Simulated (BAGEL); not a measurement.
**BPH3F3 (SMILES FB(F)(F)<-P): HF/STO-3G (density fitting with qzvpp-jkfit)**

Aim: the vertical ionisation energy of BPH3F3 at HF/STO-3G (density fitting with qzvpp-jkfit), from 2 runs. 

The calculation is run with BAGEL 1.2.2.

5 further runs of the same task are left out: 3 that didn't finish, 2 set aside as unsound or not needed. Runs told in other sessions of the task aren't counted.

### 1 The molecule

BPH3F3: 8 atoms, total charge 0, spin state singlet. As SMILES, `FB(F)(F)<-P`. Geometry: relaxed at GFN2-xTB.

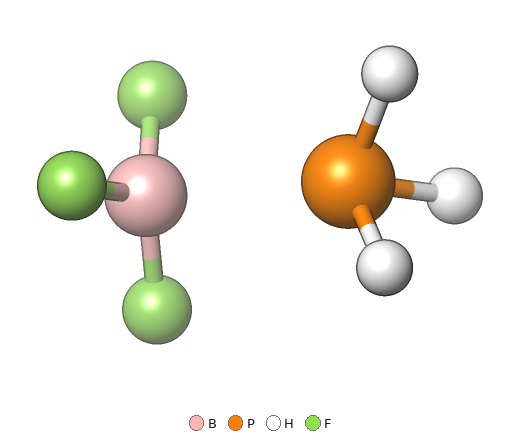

Viewed from a chosen angle; boron pink, phosphorus orange, hydrogen white, fluorine green.

### 2 A single-point energy at HF/STO-3G (density fitting with qzvpp-jkfit)

input.json reads:

```json
{ "bagel": [

{
  "title": "molecule",
  "basis": "sto-3g",
  "df_basis": "qzvpp-jkfit",
  "angstrom": true,
  "geometry": [
    { "atom": "B", "xyz": [   -0.005020,    0.011020,   -1.363340 ] },
    { "atom": "P", "xyz": [    0.004360,    0.015460,    1.001600 ] },
    { "atom": "H", "xyz": [    0.678700,    0.966300,    1.745120 ] },
    { "atom": "H", "xyz": [    0.520230,   -1.088110,    1.656630 ] },
    { "atom": "H", "xyz": [   -1.181560,    0.074090,    1.710490 ] },
    { "atom": "F", "xyz": [    1.303260,   -0.021200,   -1.587530 ] },
    { "atom": "F", "xyz": [   -0.635010,    1.154450,   -1.598850 ] },
    { "atom": "F", "xyz": [   -0.684960,   -1.112010,   -1.564110 ] }
  ]
},
{
  "title": "hf"
},
{
  "title": "print",
  "file": "orbitals.molden",
  "orbitals": true
}

]}
```

Command:

```
$ BAGEL_NUM_THREADS=1 BAGEL input.json > input.out
```

The program printed:

```text
* using 1 threads per process

  ===============================================================
  ===============================================================

  *** Geometry ***

  { "atom" : "B", "xyz" : [     -0.009486,      0.020825,     -2.576339 ] },
  { "atom" : "P", "xyz" : [      0.008239,      0.029215,      1.892750 ] },
  { "atom" : "H", "xyz" : [      1.282557,      1.826042,      3.297799 ] },
  { "atom" : "H", "xyz" : [      0.983092,     -2.056230,      3.130577 ] },
  { "atom" : "H", "xyz" : [     -2.232825,      0.140010,      3.232358 ] },
  { "atom" : "F", "xyz" : [      2.462804,     -0.040062,     -2.999997 ] },
  { "atom" : "F", "xyz" : [     -1.199995,      2.181594,     -3.021389 ] },
  { "atom" : "F", "xyz" : [     -1.294387,     -2.101394,     -2.955740 ] },

  Number of auxiliary basis functions:      488

  Since a DF basis is specified, we compute 2- and 3-index integrals:
    o Being stored without compression. Storage requirement is 0.004 GB

  Number of basis functions:       32
  Number of electrons      :       50

    * METHOD: MOLECULE                             0.29

  *** RHF ***

  === Nuclear Repulsion ===
   233.2574124344

      * DIIS with orbital gradients will be used.

  === RHF iteration (sto-3g) ===
      0       -657.18504321          0.01815817           0.04
      1       -657.29152889          0.00359319           0.04
      2       -657.29560917          0.00073499           0.04
      3       -657.29596215          0.00010643           0.04
      4       -657.29596853          0.00001829           0.04
      5       -657.29596872          0.00000264           0.04
      6       -657.29596872          0.00000035           0.04
      7       -657.29596872          0.00000006           0.04
      8       -657.29596872          0.00000001           0.04
      9       -657.29596872          0.00000000           0.04
    * SCF iteration converged.

    * Permanent dipole moment:
           (   -0.004563,    -0.000904,    -1.469409) a.u.

    * METHOD: HF                                   0.49

    * METHOD: PRINT                                0.00

  ===============================================================
```

Wall time 0.97 s (1 thread of Arm Neoverse N1, shared host); peak memory 0.084 GiB.

### 3 The doublet cation at the same level

calc.json reads:

```json
{ "bagel" : [

{
  "title" : "molecule",
  "basis" : "sto-3g",
  "df_basis" : "qzvpp-jkfit",
  "angstrom" : "true",
  "geometry" : [
    { "atom" : "B", "xyz" : [      -0.005020,       0.011020,      -1.363340 ] },
    { "atom" : "P", "xyz" : [       0.004360,       0.015460,       1.001600 ] },
    { "atom" : "H", "xyz" : [       0.678700,       0.966300,       1.745120 ] },
    { "atom" : "H", "xyz" : [       0.520230,      -1.088110,       1.656630 ] },
    { "atom" : "H", "xyz" : [      -1.181560,       0.074090,       1.710490 ] },
    { "atom" : "F", "xyz" : [       1.303260,      -0.021200,      -1.587530 ] },
    { "atom" : "F", "xyz" : [      -0.635010,       1.154450,      -1.598850 ] },
    { "atom" : "F", "xyz" : [      -0.684960,      -1.112010,      -1.564110 ] }
  ]
},

{
  "title" : "uhf",
  "charge" : 1,
  "nopen" : 1
},

{
  "title" : "print",
  "file" : "orbitals.molden",
  "orbitals" : "true"
}

]}
```

Command:

```
$ BAGEL_NUM_THREADS=1 BAGEL calc.json > calc.out
```

The program printed:

```text
* using 1 threads per process

  ===============================================================
  ===============================================================

  *** Geometry ***

  { "atom" : "B", "xyz" : [     -0.009486,      0.020825,     -2.576339 ] },
  { "atom" : "P", "xyz" : [      0.008239,      0.029215,      1.892750 ] },
  { "atom" : "H", "xyz" : [      1.282557,      1.826042,      3.297799 ] },
  { "atom" : "H", "xyz" : [      0.983092,     -2.056230,      3.130577 ] },
  { "atom" : "H", "xyz" : [     -2.232825,      0.140010,      3.232358 ] },
  { "atom" : "F", "xyz" : [      2.462804,     -0.040062,     -2.999997 ] },
  { "atom" : "F", "xyz" : [     -1.199995,      2.181594,     -3.021389 ] },
  { "atom" : "F", "xyz" : [     -1.294387,     -2.101394,     -2.955740 ] },

  Number of auxiliary basis functions:      488

  Since a DF basis is specified, we compute 2- and 3-index integrals:
    o Being stored without compression. Storage requirement is 0.004 GB

  Number of basis functions:       32
  Number of electrons      :       50

    * METHOD: MOLECULE                             0.29

  *** Open-shell HF ***

  === Nuclear Repulsion ===
   233.2574124344

      * DIIS with orbital gradients will be used.

  === UHF iteration (sto-3g) ===
      0       -656.80781790          0.04382041           0.07
      1       -656.97200300          0.01171832           0.07
      2       -656.98215146          0.00274303           0.07
      3       -656.98312261          0.00068744           0.07
      4       -656.98340437          0.00015328           0.07
      5       -656.98346484          0.00006512           0.07
      6       -656.98348385          0.00001931           0.07
      7       -656.98348545          0.00000557           0.07
      8       -656.98348556          0.00000345           0.07
      9       -656.98348560          0.00000218           0.07
     10       -656.98348562          0.00000094           0.07
     11       -656.98348562          0.00000068           0.07
     12       -656.98348562          0.00000042           0.07
     13       -656.98348562          0.00000025           0.07
     14       -656.98348562          0.00000011           0.07
     15       -656.98348562          0.00000005           0.07
     16       -656.98348562          0.00000002           0.07
     17       -656.98348562          0.00000001           0.07
    * SCF iteration converged.

    * S^2 (UHF) is 0.7613

    * Permanent dipole moment:
           (   -0.012748,    -0.005591,    -3.300124) a.u.

    * METHOD: UHF                                  1.37

    * METHOD: PRINT                                0.00

  ===============================================================
```

It took 1.8 s on 1 thread of Arm Neoverse N1, shared host; peak memory 0.084 GiB.

### 4 Outcome

Level: HF/STO-3G (density fitting with qzvpp-jkfit).

| quantity | value |
| --- | --- |
| singlet BPH3F3: total energy | -657.29597 Eh |
| singlet BPH3F3: dipole moment | 3.73 D |
| singlet BPH3F3: HOMO energy | -9.26 eV |
| singlet BPH3F3: LUMO energy | 11.21 eV |
| singlet BPH3F3: HOMO–LUMO gap | 20.47 eV |
| doublet cation: total energy | -656.98349 Eh |
| doublet cation: ⟨S²⟩ | 0.761 |
| vertical ionisation energy (to the doublet cation) | 8.503 eV |

In words: Removing an electron at fixed nuclei costs 8.50 eV (820 kJ/mol). The negative HOMO energy of the first species, 9.26 eV, lies 0.75 eV above that difference. In a minimal basis such a difference can be off by several eV, whatever the method.
